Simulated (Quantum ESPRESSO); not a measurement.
# CoPS3: parallel and opposed starts

Aim: find out which collinear order of CoPS3 costs least.

Program: Quantum ESPRESSO 7.5. Level of theory: LDA; plane waves with GBRV 1.5 LDA potentials, no spin-orbit coupling. Results are calculated unless marked as measured.

### Step 1. The structure

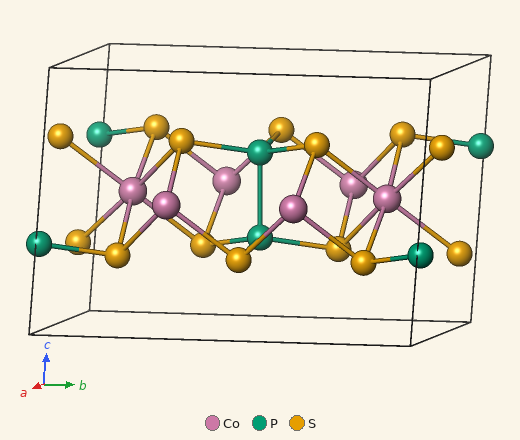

The cell as given, slightly off an axis (cobalt pink, phosphorus teal, sulfur orange). This picture shows the conventional cell, with its axes. Some periodic images of atoms are drawn too.

Structure file:

```cif
data_structure
_symmetry_space_group_name_H-M 'P 1'
_symmetry_Int_Tables_number 1
_cell_length_a 5.7696
_cell_length_b 5.7696
_cell_length_c 6.8596
_cell_angle_alpha 98.086
_cell_angle_beta 98.086
_cell_angle_gamma 119.991
_cell_volume 189.79
loop_
_atom_site_label
_atom_site_type_symbol
_atom_site_fract_x
_atom_site_fract_y
_atom_site_fract_z
_atom_site_occupancy
Co1 Co 0.33328 0.66672 0.50000 1
Co2 Co 0.66672 0.33328 0.50000 1
P3 P 0.05566 0.05566 0.66432 1
P4 P 0.94434 0.94434 0.33568 1
S5 S 0.07270 0.42739 0.71739 1
S6 S 0.57261 0.92730 0.28261 1
S7 S 0.28110 0.28110 0.28185 1
S8 S 0.71890 0.71890 0.71815 1
S9 S 0.42739 0.07270 0.71739 1
S10 S 0.92730 0.57261 0.28261 1
```

The cell comes from Materials Project 2023-11-01, a database of computed structures, and need not be the stable phase.

### Step 2. Run 1, typed as ferro ++

The signs are those of the starting moments on the seeded atoms, the atoms that are given a moment.

File pw.in:

```
&CONTROL
  calculation = 'scf'
  prefix = 'pwscf'
  outdir = './tmp'
  pseudo_dir = './pseudo'
  disk_io = 'nowf'
/
&SYSTEM
  ibrav = 0
  celldm(1) = 8
  nat = 10
  ntyp = 3
  ecutwfc = 40
  ecutrho = 280
  nbnd = 56
  occupations = 'smearing'
  smearing = 'fd'
  degauss = 0.00367493
  nspin = 2
  starting_magnetization(1) = 0.1765
  starting_magnetization(2) = 0
  starting_magnetization(3) = 0
/
&ELECTRONS
  conv_thr = 2d-08
  electron_maxstep = 150
  mixing_beta = 0.3
/
ATOMIC_SPECIES
Co     58.9332 co_lda_v1.2.uspp.F.UPF
P      30.9738 p_lda_v1.5.uspp.F.UPF
S      32.0600 s_lda_v1.4.uspp.F.UPF
CELL_PARAMETERS alat
   0.6815325614355   -1.1802364824711    0.0000000000000
   0.6815325614355    1.1802364824711    0.0000000000000
  -0.4557709969944    0.0000000000000    1.5549306698146
ATOMIC_POSITIONS crystal
Co      0.3332840000    0.6667160000    0.5000000000
Co      0.6667160000    0.3332840000    0.5000000000
P       0.0556550000    0.0556550000    0.6643210000
P       0.9443450000    0.9443450000    0.3356790000
S       0.0727000000    0.4273870000    0.7173930000
S       0.5726130000    0.9273000000    0.2826070000
S       0.2811000000    0.2811000000    0.2818470000
S       0.7189000000    0.7189000000    0.7181530000
S       0.4273870000    0.0727000000    0.7173930000
S       0.9273000000    0.5726130000    0.2826070000
K_POINTS automatic
4 4 4 0 0 0
```

Launch:

```bash
> OMP_NUM_THREADS=1 mpirun -n 4 pw.x -nk 4 -in pw.in > pw.out
```

What it wrote:

```text
Program PWSCF v.7.5 starts

     Message from routine setup:
     using ibrav=0 with symmetry is DISCOURAGED, use correct ibrav instead

     K-points division:     npool     =       4
     Subspace diagonalization in iterative solution of the eigenvalue problem:

     G-vector sticks info
     --------------------
     sticks:   dense  smooth     PW     G-vecs:    dense   smooth      PW
     Sum        2287    1303    409               101267    43675    7557

     Using Slab Decomposition

     bravais-lattice index     =            0
     lattice parameter (alat)  =       8.0000  a.u.
     unit-cell volume          =    1280.7567 (a.u.)^3
     number of atoms/cell      =           10
     number of atomic types    =            3
     number of electrons       =        80.00
     number of Kohn-Sham states=           56
     kinetic-energy cutoff     =      40.0000  Ry
     charge density cutoff     =     280.0000  Ry
     scf convergence threshold =      2.0E-08
     mixing beta               =       0.3000
     number of iterations used =            8  plain     mixing
     Exchange-correlation=  SLA  PZ   NOGX NOGC
                           (   1   1   0   0   0   0   0)

     celldm(1)=   8.000000  celldm(2)=   0.000000  celldm(3)=   0.000000
     celldm(4)=   0.000000  celldm(5)=   0.000000  celldm(6)=   0.000000

     crystal axes: (cart. coord. in units of alat)
               a(1) = (   0.681533  -1.180236   0.000000 )
               a(2) = (   0.681533   1.180236   0.000000 )
               a(3) = (  -0.455771   0.000000   1.554931 )

     reciprocal axes: (cart. coord. in units 2 pi/alat)
               b(1) = (  0.733641 -0.423644  0.215040 )
               b(2) = (  0.733641  0.423644  0.215040 )
               b(3) = ( -0.000000  0.000000  0.643115 )

     PseudoPot. # 1 for Co read from file:
     co_lda_v1.2.uspp.F.UPF
     Pseudo is Ultrasoft + core correction, Zval = 17.0
     Generated by new atomic code, or converted to UPF format
     Using radial grid of  863 points,  6 beta functions with:
                l(1) =   0
                l(2) =   0
                l(3) =   1
                l(4) =   1
                l(5) =   2
                l(6) =   2
     Q(r) pseudized with  8 coefficients,  rinner =    1.200   1.200   1.200
                                                       1.200   1.200

     PseudoPot. # 2 for P  read from file:
     p_lda_v1.5.uspp.F.UPF
     Pseudo is Ultrasoft + core correction, Zval =  5.0
     Generated by new atomic code, or converted to UPF format
     Using radial grid of  903 points,  6 beta functions with:
                l(1) =   0
                l(2) =   0
                l(3) =   1
                l(4) =   1
                l(5) =   2
                l(6) =   2
     Q(r) pseudized with  8 coefficients,  rinner =    1.300   1.300   1.300
                                                       1.300   1.300

     PseudoPot. # 3 for S  read from file:
     s_lda_v1.4.uspp.F.UPF
     Pseudo is Ultrasoft + core correction, Zval =  6.0
     Generated by new atomic code, or converted to UPF format
     Using radial grid of  907 points,  6 beta functions with:
                l(1) =   0
                l(2) =   0
                l(3) =   1
                l(4) =   1
                l(5) =   2
                l(6) =   2
     Q(r) pseudized with  8 coefficients,  rinner =    1.300   1.300   1.300
                                                       1.300   1.300

     atomic species   valence    mass     pseudopotential
     Co               17.00    58.93320     Co( 1.00)
     P                 5.00    30.97380     P ( 1.00)
     S                 6.00    32.06000     S ( 1.00)

     Starting magnetic structure
     atomic species   magnetization
     Co              0.176
     P               0.000
     S               0.000

      4 Sym. Ops., with inversion, found

   Cartesian axes

     site n.     atom                  positions (alat units)
         1        Co     tau(   1) = (   0.4536471   0.3935286   0.7774653  )
         2        Co     tau(   2) = (   0.4536471  -0.3935286   0.7774653  )
         3        P      tau(   3) = (  -0.2269169   0.0000000   1.0329731  )
         4        P      tau(   4) = (   1.1342110   0.0000000   0.5219576  )
         5        S      tau(   5) = (   0.0138587   0.4186145   1.1154964  )
         6        S      tau(   6) = (   0.8934355   0.4186145   0.4394343  )
         7        S      tau(   7) = (   0.2546999   0.0000000   0.4382525  )
         8        S      tau(   8) = (   0.6525942   0.0000000   1.1166781  )
         9        S      tau(   9) = (   0.0138587  -0.4186145   1.1154964  )
        10        S      tau(  10) = (   0.8934355  -0.4186145   0.4394343  )

     number of k points=    24  Fermi-Dirac smearing, width (Ry)=  0.0037
                       cart. coord. in units 2pi/alat
        k(    1) = (   0.0000000   0.0000000   0.0000000), wk =   0.0156250
        k(    2) = (   0.0000000   0.0000000   0.1607789), wk =   0.0312500
        k(    3) = (   0.0000000   0.0000000  -0.3215577), wk =   0.0156250
        k(    4) = (   0.1834102   0.1059110   0.0537600), wk =   0.0625000
        k(    5) = (   0.1834102   0.1059110   0.2145388), wk =   0.0625000
        [... 19 further k-points ...]

     Dense  grid:   101267 G-vectors     FFT dimensions: (  60,  60,  72)

     Smooth grid:    43675 G-vectors     FFT dimensions: (  45,  45,  54)

     Check: negative core charge=   -0.000011
     Generating pointlists ...
     new r_m :   0.2290 (alat units)  1.8320 (a.u.) for type    1
     new r_m :   0.2021 (alat units)  1.6167 (a.u.) for type    2
     new r_m :   0.2021 (alat units)  1.6167 (a.u.) for type    3

     Initial potential from superposition of free atoms

     starting charge      77.9995, renormalised to      80.0000
     Starting wfcs are   58 randomized atomic wfcs

     Self-consistent Calculation

     iteration #  1     ecut=    40.00 Ry     beta= 0.30
     Davidson diagonalization with overlap
     ethr =  1.00E-02,  avg # of iterations =  6.0

     total energy              =    -770.47559619 Ry
     estimated scf accuracy    <       5.71871738 Ry

     total magnetization       =     6.50 Bohr mag/cell
     absolute magnetization    =     6.69 Bohr mag/cell

     iteration #  2     ecut=    40.00 Ry     beta= 0.30
     Davidson diagonalization with overlap
     ethr =  7.15E-03,  avg # of iterations =  2.2

     total energy              =    -771.54853791 Ry
     estimated scf accuracy    <      15.50036783 Ry

     total magnetization       =     0.91 Bohr mag/cell
     absolute magnetization    =     1.20 Bohr mag/cell

     iteration #  3     ecut=    40.00 Ry     beta= 0.30
     Davidson diagonalization with overlap
     ethr =  7.15E-03,  avg # of iterations =  1.7

     total energy              =    -772.40130588 Ry
     estimated scf accuracy    <       0.60135189 Ry

     total magnetization       =     2.56 Bohr mag/cell
     absolute magnetization    =     2.96 Bohr mag/cell

     [... further iterations left out ...]

     iteration # 27     ecut=    40.00 Ry     beta= 0.30
     Davidson diagonalization with overlap
     ethr =  2.96E-09,  avg # of iterations =  3.1

     total energy              =    -772.54629649 Ry
     estimated scf accuracy    <       0.00000026 Ry

     total magnetization       =     0.02 Bohr mag/cell
     absolute magnetization    =     0.02 Bohr mag/cell

     iteration # 28     ecut=    40.00 Ry     beta= 0.30
     Davidson diagonalization with overlap
     ethr =  3.20E-10,  avg # of iterations =  5.5

     total energy              =    -772.54630070 Ry
     estimated scf accuracy    <       0.00000012 Ry

     total magnetization       =    -0.00 Bohr mag/cell
     absolute magnetization    =     0.00 Bohr mag/cell

     iteration # 29     ecut=    40.00 Ry     beta= 0.30
     Davidson diagonalization with overlap
     ethr =  1.47E-10,  avg # of iterations =  1.8

     total energy              =    -772.54630067 Ry
     estimated scf accuracy    <       0.00000003 Ry

     total magnetization       =    -0.00 Bohr mag/cell
     absolute magnetization    =     0.00 Bohr mag/cell

     iteration # 30     ecut=    40.00 Ry     beta= 0.30
     Davidson diagonalization with overlap
     ethr =  3.21E-11,  avg # of iterations =  4.9

     Magnetic moment per site  (integrated on atomic sphere of radius R)
     atom   1 (R=0.229)  charge= 15.2886  magn= -0.0002
     atom   2 (R=0.229)  charge= 15.2886  magn= -0.0002
     atom   3 (R=0.202)  charge=  2.1576  magn= -0.0000
     atom   4 (R=0.202)  charge=  2.1576  magn= -0.0000
     atom   5 (R=0.202)  charge=  3.1049  magn= -0.0000
     atom   6 (R=0.202)  charge=  3.1049  magn= -0.0000
     atom   7 (R=0.202)  charge=  3.1036  magn= -0.0000
     atom   8 (R=0.202)  charge=  3.1036  magn= -0.0000
     atom   9 (R=0.202)  charge=  3.1049  magn= -0.0000
     atom  10 (R=0.202)  charge=  3.1049  magn= -0.0000

     End of self-consistent calculation

     [... lines left out ...]
     the Fermi energy is     7.3324 ev

!    total energy              =    -772.54630075 Ry
     estimated scf accuracy    <          3.3E-09 Ry
     smearing contrib. (-TS)   =      -0.00357328 Ry
     internal energy E=F+TS    =    -772.54272747 Ry

     The total energy is F=E-TS. E is the sum of the following terms:
     one-electron contribution =    -717.22657680 Ry
     hartree contribution      =     389.90274393 Ry
     xc contribution           =    -126.90657957 Ry
     ewald contribution        =    -318.31231503 Ry

     total magnetization       =    -0.00 Bohr mag/cell
     absolute magnetization    =     0.00 Bohr mag/cell

     convergence has been achieved in  30 iterations

=------------------------------------------------------------------------------=
   JOB DONE.
=------------------------------------------------------------------------------=
```

Wall time 4.7 min (4 MPI ranks of Arm Neoverse V1, shared host); peak memory 1.1 GiB; 19 min of CPU time.

Spin moment in the atom's sphere by atom:

```
atom  spin moment in the atom's sphere (μB)
 Co1                                -0.0002
 Co2                                -0.0002
  P3                                 0.0000
  P4                                 0.0000
  S5                                 0.0000
  S6                                 0.0000
  S7                                 0.0000
  S8                                 0.0000
  S9                                 0.0000
 S10                                 0.0000
```

This step gave:

```
smearing term TS       : 0.04862 eV
magnetization          : 0 μB
absolute magnetization : 0 μB
final state            : non-magnetic
```

[end of part 1 of 2]

[Logs and program files are shortened in this print: banners, set-up blocks, solver, clock and traceback lines can be left out without a mark of their own.]

[Logs are printed without paths, hosts, clocks, repeated set-up lines and the standing remarks that a program may print on its own settings, such as how far it seeks lower states.]

[Hosts, paths, dates, database ids (printed as entryN), source tags and the programs' standing remarks are cut or masked in the printed files.]

[Where a cell is said to come from a database of computed structures, the database is the Materials Project.]
